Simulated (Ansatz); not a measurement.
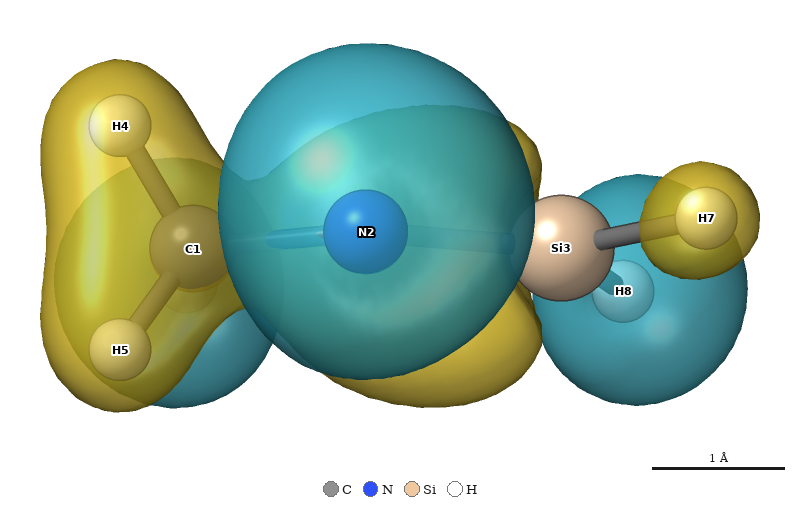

Figure 1: CH5NSi. The HOMO at ±0.08 Å⁻³ᐟ² (yellow and cyan are the two phases), seen from one side.

Geometry: PBE0-D4/def2-TZVP.

Level of theory: Ansatz 0.2.0, RKS PBE0-D4/def2-TZVPP.

Input file:

```
crystal:
  periodic: [false, false, false]
  atoms:
    - {symbol: C, position_ang: [-0.649998, 0.917840, -0.579897]}
    - {symbol: N, position_ang: [0.454398, 0.048050, -0.357169]}
    - {symbol: Si, position_ang: [0.844331, -1.102120, 0.653801]}
    - {symbol: H, position_ang: [-1.036664, 0.776752, -1.596265]}
    - {symbol: H, position_ang: [-0.319168, 1.961977, -0.527061]}
    - {symbol: H, position_ang: [-1.490958, 0.798067, 0.117160]}
    - {symbol: H, position_ang: [2.156464, -1.758917, 0.499019]}
    - {symbol: H, position_ang: [0.041585, -1.641651, 1.790403]}
basis:
  gaussian: {orbitals: def2-TZVPP}
hamiltonian: {xc: pbe0, dispersion: d4}
output: {orbitals: {seedname: orbitals}}
```

Launched as:

```sh
ansatz run in.yaml --threads 2 --pin off --events-out ev --progress --plain --max-ram 4352MiB
```

Where does this orbital lie, and at what energy?

By Hirshfeld shares it lies mainly on N2 (about 60 %), Si3 (about 15 %), C1 (about 10 %) and H6 (about 5 %). Its energy is −6.72 eV.
